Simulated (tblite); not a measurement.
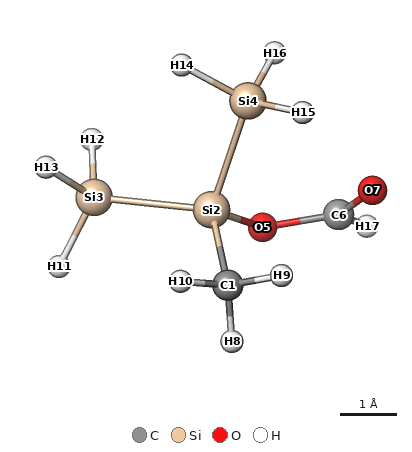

Starting structure of C₂H₁₀O₂Si₃. A ball-and-stick model, seen face on.

The calculation used GFN2-xTB geometry optimisation, gas phase (tblite 0.8.0).

```xyz
17

C     0.3903    0.2907    1.9107
Si   -0.0270   -0.2423    0.1716
Si   -1.6569   -1.7228    0.0612
Si   -0.6838    1.5745   -0.9897
O     1.3755   -0.9583   -0.5852
C     2.4253   -0.1992   -1.0806
O     2.3770    1.0600   -0.9588
H     1.0534   -0.3977    2.4559
H     0.9181    1.2748    1.8940
H    -0.5989    0.4144    2.4441
H    -1.4556   -2.9080    0.9055
H    -1.7922   -2.1075   -1.3651
H    -2.9946   -1.1488    0.4255
H    -2.1421    1.5999   -0.9630
H    -0.1455    2.7961   -0.4107
H    -0.3031    1.3771   -2.3901
H     3.2530   -0.6909   -1.5353
```

What does the optimiser find from here?

Answer. The energy falls by 0.929 eV in 153 geometry steps. The atom that moves furthest after the best rigid fit is O7 (1.13 Å). By element the largest moves are O 1.13 Å, H 1.10 Å, Si 0.40 Å, C 0.34 Å. Some distances before and after: Si4–O7 3.104 → 2.691 Å, Si2–Si3 2.205 → 2.330 Å, O5–C6 1.387 → 1.289 Å, Si2–Si4 2.254 → 2.334 Å. Bond angles that change, for instance: Si3–Si2–Si4 107.5° → 125.2°, C1–Si2–O5 110.0° → 99.4°, Si3–Si2–O5 107.3° → 98.5°. Groups turn about Si2–O5 by about 45°, Si2–Si4 by about 40°. The run took 1.4 s on 1 thread of Arm Neoverse V1, on a shared host.

Final geometry:

```xyz
17

C     0.1415    0.3200    2.0790
Si   -0.1767   -0.0440    0.2242
Si   -1.4356   -1.9926    0.0020
Si   -0.4455    1.8857   -1.0611
O     1.3747   -0.6894   -0.2068
C     2.1014   -0.2257   -1.1655
O     1.8266    0.6996   -1.8827
H     0.5435   -0.5483    2.5965
H     0.8449    1.1381    2.2209
H    -0.7844    0.5983    2.5739
H    -0.9482   -3.1521    0.7607
H    -1.5312   -2.4473   -1.3910
H    -2.8050   -1.7495    0.4658
H    -1.6882    2.5265   -0.5791
H     0.6021    2.8932   -0.8983
H    -0.6743    1.5886   -2.4724
H     3.0472   -0.7888   -1.2760
```

The end point in the same view:

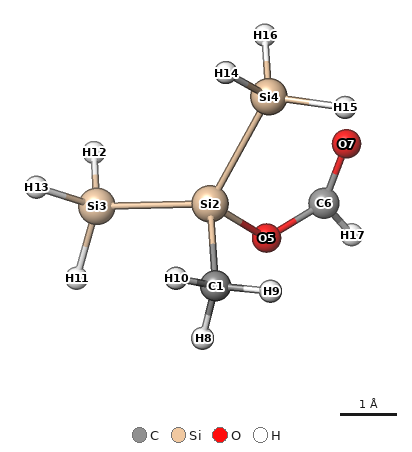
